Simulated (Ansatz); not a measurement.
# FH$_{5}$OSi$_{3}$ (SMILES F[SiH]1O[SiH2][SiH2]1): what the fields show

```csv
atom,x (Å),y (Å),z (Å)
F,-0.8079,-0.3596,2.5069
Si,-1.0161,0.1832,1.0235
O,-1.0264,-1.0689,-0.0545
Si,0.3051,-0.9910,-1.0775
Si,0.9252,1.0247,-0.0076
H,-2.2930,0.9061,1.0204
H,-0.1255,-0.9109,-2.4836
H,1.1771,-2.1649,-0.9067
H,2.1734,1.0656,0.7762
H,0.7711,2.2645,-0.7942
```

The calculation used RHF/6-31G* (Ansatz).

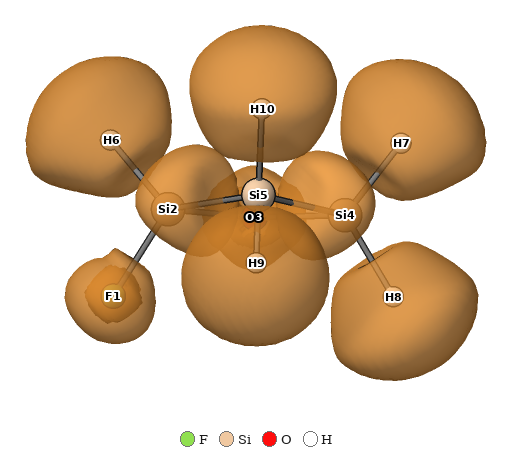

Figure 1. Isosurface of the electron localisation function at 0.8 (orange), seen from one side. Only the valence region is drawn (cores and ρ < 0.01 e/Å³ removed).

Where are the electrons localised?

At this value the surface marks out two regions between bonded Si–Si atoms (shared pairs), five regions around hydrogen nuclei, one region wrapped around F (its lone pairs, merged into a ring or cap) and one region wrapped around O (its lone pairs, merged into a ring or cap). Along the contacts the grid gives the following. Si–F (1.59 Å): the ELF peaks at about 0.85 in the valence shell of F, 0.6 Å from its nucleus, and is about 0.40 at the midpoint. Si–O (1.65 Å): the ELF peaks at about 0.85 between the atoms; a shared but strongly polarised pair.

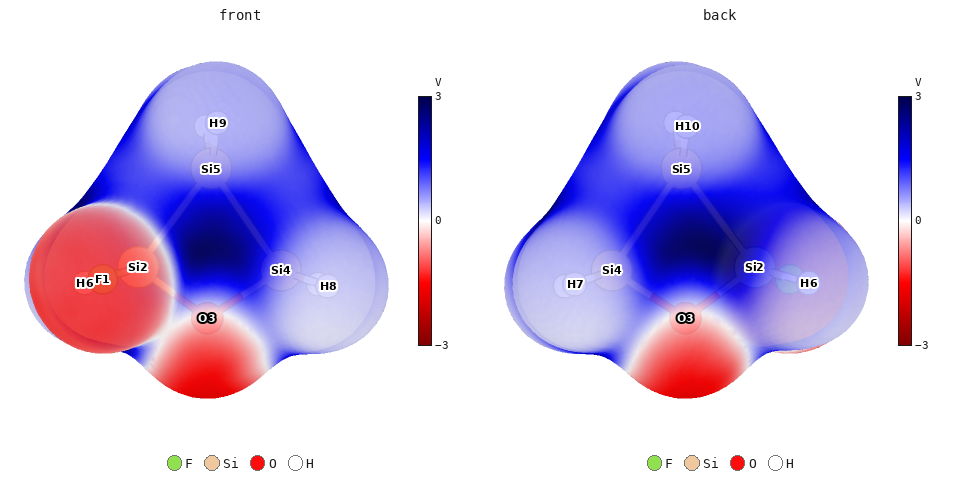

Figure 2. The molecular electrostatic potential painted on the density surface at 0.004 e/bohr³, seen from the front and from behind; red is negative and blue positive.

Describe the electrostatic potential map.

The most negative region (about −1.7 V) lies over O3, the most positive (about +2.8 V) over Si2, Si4 and Si5. O3 is the likeliest acceptor of a hydrogen bond.

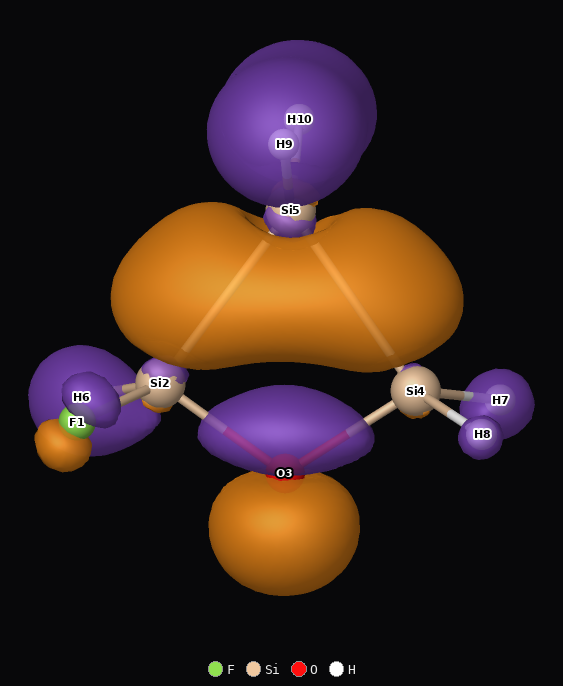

Figure 3. The HOMO−1 at ±0.1 Å⁻³ᐟ² (orange and purple are the two phases), seen across its widest extent.

What is the character of this orbital?

Its weight (Hirshfeld) is mainly on Si5 (about 30 %), O3 (about 20 %), Si2 (about 15 %), Si4 (about 10 %), H9 (about 5 %) and H10 (about 5 %). Its energy is −11.56 eV.
